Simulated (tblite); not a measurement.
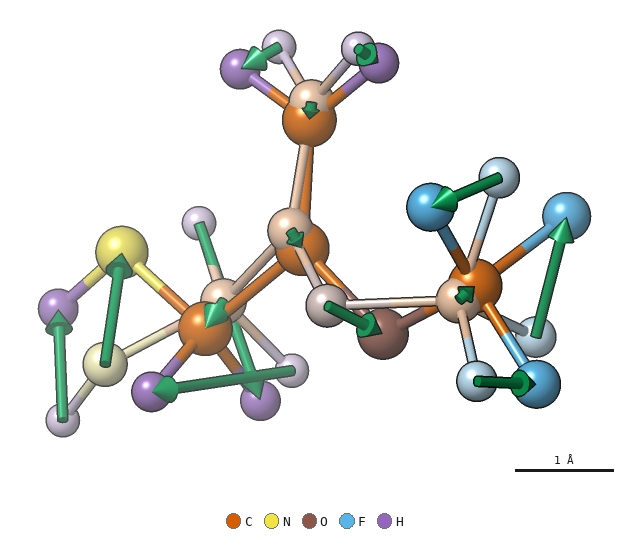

A relaxation of C$_{4}$H$_{5}$F$_{3}$NO (multiplicity 2). The starting structure is drawn faded, the final one solid; green arrows show the displacements, at their true length. The two geometries are superimposed by the best rigid fit.

The picture is a ball-and-stick view, seen from a free direction.

Theory: tblite 0.8.0, GFN2-xTB geometry optimisation, gas phase. 

Atoms of which element are displaced furthest, and by how much?

Hydrogen: up to 2.05 Å, against 1.49 Å for nitrogen.

What happened in the run?

The largest move after the best rigid fit is that of an H atom, 2.05 Å. Largest moves by element: H 2.05 Å, N 1.49 Å, F 1.31 Å, O 0.77 Å, C 0.41 Å. Near-neighbour distances that change, for instance: C–O 1.417 → 1.318 Å, C–F 1.378 → 1.330 Å, C–N 1.431 → 1.389 Å, C–H 1.103 → 1.074 Å. Among the angles between lasting bonds that change: C–C–O 116.3° → 108.8°, O–C–F 107.1° → 114.3°, F–C–F 111.6° → 106.7°. Groups turn about C–C by about 125°, C–O by about 55°. Over 161 geometry steps the energy falls by 68.1 kJ/mol.
